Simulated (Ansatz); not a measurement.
# BH3 (SMILES [H]B([H])[H]): CCSDTQ/6-31G(d) (spherical functions)

Aim: the vertical electron affinity of BH3 at CCSDTQ/6-31G* (spherical functions), from 2 runs. 

Program for the calculation: Ansatz 0.2.0.

## Step 1: The molecule

The species is BH3 (4 atoms), meant as a singlet with charge 0. As SMILES, `[H]B([H])[H]`. Geometry: relaxed at GFN2-xTB.

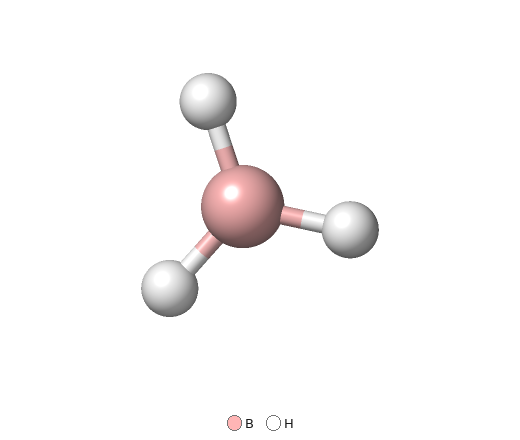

The structure, seen from a chosen angle (boron pink, hydrogen white).

## Step 2: A single-point energy at CCSDTQ/6-31G(d) (spherical functions)

Input file job.yaml:

```yaml
crystal:
  periodic: [false, false, false]
  atoms:
    - {symbol: B, position_ang: [0.000060, 0.000030, -0.001400]}
    - {symbol: H, position_ang: [1.163870, -0.030320, 0.015280]}
    - {symbol: H, position_ang: [-0.555340, 1.023410, -0.018650]}
    - {symbol: H, position_ang: [-0.608600, -0.993120, 0.004770]}
basis:
  gaussian: {orbitals: 6-31G_st_-spherical.json}
accuracy: high
magnetization: {spin_polarized: false, initial_magnetization: 0}
scf: {omitted_lower_state_checks: [cluster_reference, increment]}
correlation: {method: ccsdtq, frozen_orbitals: {B: 1, H: 0}}
```

The basis set 6-31G* is read from a file made from the Basis Set Exchange's data (not shown).

Run with:

```console
$ ansatz run job.yaml --threads 1 --pin off --max-ram 2610MiB --events-out events.jsonl --progress --plain --runs-dir runs
```

Output, cut to the lines that bear on the results:

```text
Warning: RAYON_NUM_THREADS=1 ignored (pool sized by the plan → 1); use --threads N
Functional definition: HF
  name "HF"
[...]
417 factors; integrals over basis functions are off by at most 3.7e-9 eV
[...]
mean field -718.06758758 eV, -26.3884971198 hartree, gradient 7.8e-9 eV, S^2 0.000000; 0 other end points of the search recorded, 0 dependent functions left out
1 core orbitals not correlated: weight in the atoms' cores, before any rotation towards them, 1.000 or more for the frozen orbitals, at most 0.000 for the correlated occupied ones
reference -718.06758758 eV, -26.3884971198 hartree; 3, 3 occupied and 16, 16 virtual orbitals, 417 factors
second order -2.00326217 eV of doubles, -0.00000000 eV of singles
cycle   1  -2.38117573 eV  change   -3.8e-1 eV  update   4.3e-2
[...]
cycle  17  -2.55824991 eV  change   1.2e-10 eV  update  2.4e-10
Total energy: -720.62583748 eV, -26.4825110698 hartree
Checks for a lower state left out: cluster_reference, increment
```

Run time: 2.9 s. Hardware: 1 thread of Arm Neoverse V1, shared host; peak memory 0.11 GiB.

## Step 3: The doublet anion at the same level

Input file input.yaml:

```yaml
crystal:
  periodic: [false, false, false]
  atoms:
    - {symbol: B, position_ang: [0.000060, 0.000030, -0.001400]}
    - {symbol: H, position_ang: [1.163870, -0.030320, 0.015280]}
    - {symbol: H, position_ang: [-0.555340, 1.023410, -0.018650]}
    - {symbol: H, position_ang: [-0.608600, -0.993120, 0.004770]}
basis:
  gaussian:
    orbitals: 6-31G_st_-spherical.json
total_charge: -1
magnetization:
  spin_polarized: true
  initial_magnetization: 1
correlation:
  method: ccsdtq
  frozen_orbitals: {B: 1, H: 0}
accuracy: high
scf:
  omitted_lower_state_checks: [cluster_reference, increment]
```

The basis set 6-31G* is read from a file made from the Basis Set Exchange's data (not shown).

Run with:

```console
$ ansatz run input.yaml --threads 1 --pin off --max-ram 2610MiB --events-out events.jsonl --progress --plain --runs-dir runs
```

Output, cut to the lines that bear on the results:

```text
Warning: RAYON_NUM_THREADS=1 ignored (pool sized by the plan → 1); use --threads N
[... 2 set-up lines as earlier in the session ...]
[...]
417 factors; integrals over basis functions are off by at most 3.7e-9 eV
[...]
mean field -716.33046035 eV, -26.3246588718 hartree, gradient 7.8e-9 eV, S^2 0.761610; 0 other end points of the search recorded, 0 dependent functions left out
1 core orbitals not correlated: weight in the atoms' cores, before any rotation towards them, 1.000 or more for the frozen orbitals, at most 0.000 for the correlated occupied ones
reference -716.33046035 eV, -26.3246588718 hartree; 4, 3 occupied and 15, 16 virtual orbitals, 417 factors
second order -2.29156060 eV of doubles, -0.00000000 eV of singles
cycle   1  -2.67889950 eV  change   -3.9e-1 eV  update   4.8e-2
[...]
cycle  19  -2.88769835 eV  change   1.2e-10 eV  update  5.4e-10
Total energy: -719.21815871 eV, -26.4307798289 hartree
Checks for a lower state left out: cluster_reference, increment
```

Wall time 21 s (1 thread of Arm Neoverse V1, shared host); peak memory 0.17 GiB.

## Step 4: What came out

Level: CCSDTQ/6-31G* (spherical functions), 1 core orbital frozen.

| quantity | value |
| --- | --- |
| singlet BH3: total energy | -26.48251 Eh |
| singlet BH3: correlation energy (1 core orbital frozen) | -94.0 mEh |
| singlet BH3: T1 diagnostic | 0.007 |
| doublet anion: total energy | -26.43078 Eh |
| doublet anion: correlation energy (1 core orbital frozen) | -106.1 mEh |
| doublet anion: ⟨S²⟩ of the reference determinant | 0.762 |
| doublet anion: T1 diagnostic | 0.009 |
| vertical electron affinity (to the doublet anion) | -1.408 eV |

What this shows: The anion lies 1.41 eV (32 kcal/mol) above the neutral: the electron isn't bound at this level, and such a value depends on the basis. Without diffuse functions anions come out too high.
